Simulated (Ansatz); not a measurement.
| atom | x (Å) | y (Å) | z (Å) |
| --- | --- | --- | --- |
| O | -1.5232 | 1.3585 | 0.2023 |
| Si | 0.0661 | 0.9398 | 0.2567 |
| O | 0.9514 | 1.5307 | -0.9967 |
| Ge | 0.2665 | -1.4408 | 0.3263 |
| H | -2.1135 | 0.8652 | -0.3680 |
| H | 0.6001 | 1.6153 | 1.4567 |
| H | 0.9252 | 1.0747 | -1.8384 |
| H | -0.3101 | -2.0519 | -0.9702 |
| H | -0.5128 | -2.0505 | 1.5039 |
| H | 1.7333 | -1.8921 | 0.4302 |

Geometry: PBE0-D4/def2-TZVP.

The calculation used RKS PBE0-D4/def2-TZVPP (Ansatz 0.2.0).

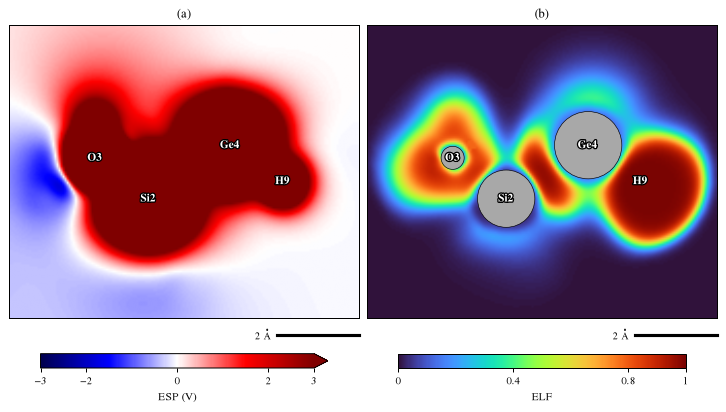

GeH6O2Si (SMILES O[SiH](O)[GeH3]). (a) electrostatic potential; (b) electron localisation function on the plane of atoms Si2, Ge4 and H9. Grey discs cover the atomic cores in the ELF map.

What does the map show?

The section cuts through Si, O, Ge and H sites. Si–O (1.64 Å): the ELF peaks at about 0.90 between the atoms (a shared but strongly polarised pair). Si–Ge (2.39 Å): the ELF peaks at about 0.95 between the atoms: localised, covalent bonding. Ge–H (1.54 Å): the ELF climbs to about 1 towards the hydrogen. The ELF also peaks beside O3, away from the bonds: lone-pair regions. Outside the dense part of the molecule the potential is most negative (−1.8 V) near O3.
